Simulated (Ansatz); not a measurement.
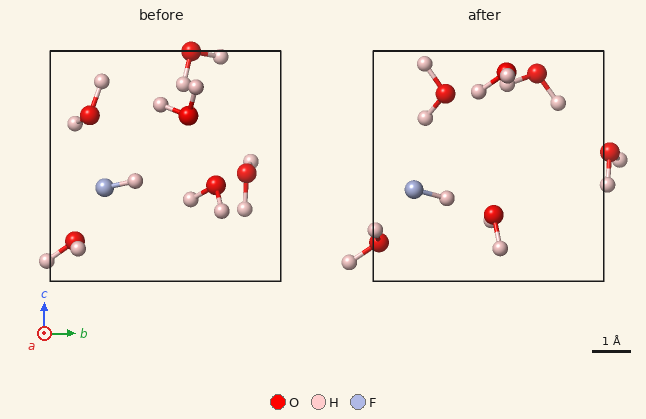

The structure of an amorphous cell of composition H13O6F before (left) and after (right) a relaxation, at one scale.

The picture is a ball-and-stick view of the cell of the calculation, seen along the a axis.

The cell holds 6 H2O + 1 HF. The run prepares the start of a later molecular dynamics calculation, from a guessed geometry.

The calculation used DFT r2SCAN-D3(BJ), scalar-relativistic, plane waves, PAW (Ansatz).

The input:
```yaml
accuracy: low
crystal:
  lattice:
    - [6.174505, 0.0, 0.0]
    - [0.0, 6.174505, 0.0]
    - [0.0, 0.0, 6.174505]
  atoms:
    - { symbol: O, position: [0.215406, 0.8524425, 0.4692571] }
    - { symbol: H, position: [0.0680113, 0.8704498, 0.5198263] }
    - { symbol: H, position: [0.2012233, 0.843819, 0.3132726] }
    - { symbol: O, position: [0.5197684, 0.1715613, 0.7209314] }
    - { symbol: H, position: [0.3812978, 0.1072458, 0.6849299] }
    - { symbol: H, position: [0.5006257, 0.2230932, 0.8678487] }
    - { symbol: O, position: [0.4647158, 0.106813, 0.174388] }
    - { symbol: H, position: [0.6175355, 0.1204236, 0.1417137] }
    - { symbol: H, position: [0.4182208, -0.0156582, 0.0880995] }
    - { symbol: O, position: [0.5764418, 0.7191447, 0.4168565] }
    - { symbol: H, position: [0.6836063, 0.7442137, 0.3050799] }
    - { symbol: H, position: [0.4825672, 0.6094584, 0.3555118] }
    - { symbol: O, position: [0.8423987, 0.5993379, 0.7189214] }
    - { symbol: H, position: [0.9323072, 0.6322842, 0.8431699] }
    - { symbol: H, position: [0.7536395, 0.4792951, 0.7670693] }
    - { symbol: O, position: [0.2827376, 0.6112559, 0.9980593] }
    - { symbol: H, position: [0.3397625, 0.5783093, 0.8556887] }
    - { symbol: H, position: [0.1948687, 0.7391531, 0.9750795] }
    - { symbol: F, position: [0.7179902, 0.2360451, 0.4067561] }
    - { symbol: H, position: [0.7846676, 0.3687287, 0.4354898] }
basis:
  ecutwfc: 500.0
kpoints:
  mp_grid: { grid: [1, 1, 1] }
hamiltonian:
  xc: r2scan
  dispersion: d3bj
scf:
  occupations: { method: fermi_dirac, width: 0.02 }
  lower_state_search: "off"
relax:
  f_tol: 0.3
  max_steps: 15
  adjacent_minimum: "off"
```

Launched with:
```bash
ansatz run input.yaml --threads 1 --pin off --max-ram 3072MiB --backend cpu --events-out ev --progress --plain --runs-dir out
```

**What changed between the two?**

The relaxation stopped without meeting its thresholds, so the last structure isn't shown to be converged. It used up its limit of 15 steps. H11 moves most: 1.56 Å roughly along [0 −1 −1]. Largest moves by element: H 1.56 Å, O 1.50 Å, F 0.63 Å. The cell doesn't change. Near-neighbour distances that change, for instance: F19–H20 0.934 → 1.005 Å, O10–H11 0.969 → 1.004 Å, O7–H9 0.969 → 0.985 Å, O13–H14 0.969 → 0.984 Å. Bond angles that change, for instance: H14–O13–H15 104.0° → 108.9°, H8–O7–H9 104.0° → 108.5°, H11–O10–H12 104.0° → 106.0°. Over 14 geometry steps the energy falls by 199 meV per atom. The largest force component goes from 1.6 to 0.78 eV/Å.

Limits of the set-up: the program's low-accuracy preset was used; the periodic images lie only 6.2 Å apart, so the values are limited by the cell's size.
